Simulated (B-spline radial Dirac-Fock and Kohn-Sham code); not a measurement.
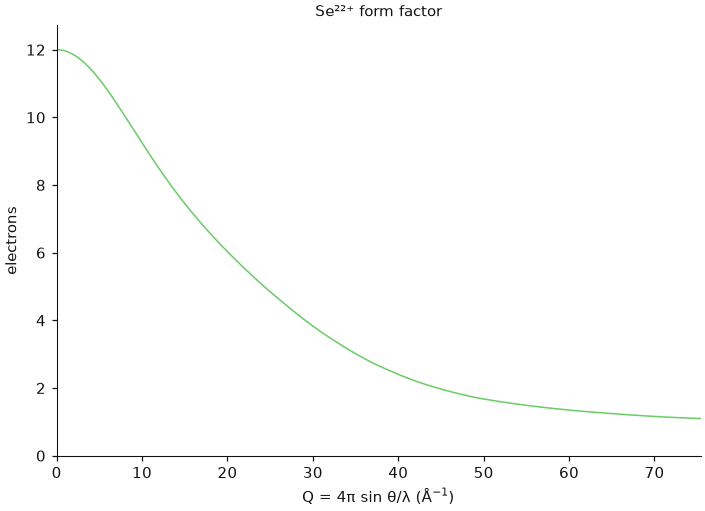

Fig. 1. The X-ray form factor f against Q. Species: the ion Se²²⁺, configuration [Ne] 3s2. The calculation used the spherical Dirac–Fock density (average of configuration) (a radial B-spline solver).

f starts at 12, the number of electrons, falls to half near Q = 20.1 Å⁻¹, and is 10.7 at Q = 6.28 Å⁻¹ and 8.28 at Q = 12.6 Å⁻¹. The initial fall is set by Σ⟨r²⟩ = 0.822 bohr².
